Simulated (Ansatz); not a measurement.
Fields on a plane of Li (bcc, W type)

```yaml
crystal:
  lattice:
    - [-1.73873, 1.73873, 1.73873]
    - [1.73873, -1.73873, 1.73873]
    - [1.73873, 1.73873, -1.73873]
  atoms:
    - { symbol: Li, position: [0.00000, 0.00000, 0.00000] }
```

The slice is a {211} plane (indices of the conventional cell) through the point (0.000, 0.000, 0.000) (fractional), spanned by u = [111] and v = [1 0 -1] in vectors of this cell: u (3.01 Å) and v (4.92 Å, at 90° to u). It covers one period; positions are fractions (u, v).

Atoms on it: Li at (0.00, 0.00).

Calculation: r2SCAN (plane waves to 500 eV, PAW, scalar-relativistic; Ansatz, a quantum-chemistry and plane-wave program). k mesh 19×19×19. These are valence fields of a PAW run, semicore shells included where kept as valence: close to a nucleus they are smooth pseudo fields. Li was relaxed with its symmetry unable to fall.

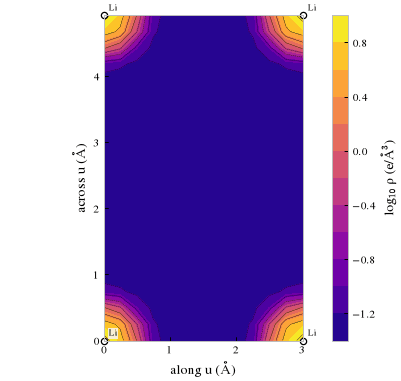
Log₁₀ of the valence density in e/Å³, one period of the plane, atoms marked. The scale is logarithmic, as a density can span decades between atoms and voids.

```tsv
v \ u	0.00	0.08	0.17	0.25	0.33	0.42	0.50	0.58	0.67	0.75	0.83	0.92
0.90	x	0.41	0.03	0.02	0.20	0.51	0.58	0.51	0.20	0.02	0.03	0.41
0.80	0.05	0.07	0.18	0.40	0.57	0.63	0.65	0.63	0.57	0.40	0.18	0.07
0.70	0.59	0.60	0.61	0.63	0.64	0.65	0.65	0.65	0.64	0.63	0.61	0.60
0.60	0.65	0.64	0.63	0.61	0.59	0.59	0.58	0.59	0.59	0.61	0.63	0.64
0.50	0.64	0.64	0.61	0.58	0.55	0.53	0.52	0.53	0.55	0.58	0.61	0.64
0.40	0.65	0.64	0.63	0.61	0.59	0.59	0.58	0.59	0.59	0.61	0.63	0.64
0.30	0.59	0.60	0.61	0.63	0.64	0.65	0.65	0.65	0.64	0.63	0.61	0.60
0.20	0.05	0.07	0.18	0.40	0.57	0.63	0.65	0.63	0.57	0.40	0.18	0.07
0.10	x	0.41	0.03	0.02	0.20	0.51	0.58	0.51	0.20	0.02	0.03	0.41
0.00	x	x	0.66	0.02	0.06	0.39	0.52	0.39	0.06	0.02	0.66	x
```

Values: electron localisation function (ELF). Points within 0.5 Å of a nucleus are blanked (x), as the pseudised field means little there.

The density on the Li–Li line (3.01 Å) at its midpoint comes out as 0.05 e/Å³ and the ELF at that point is 0.52. ELF maximum in the middle third of the Li–Li line: 0.52, 1.5 Å from Li.
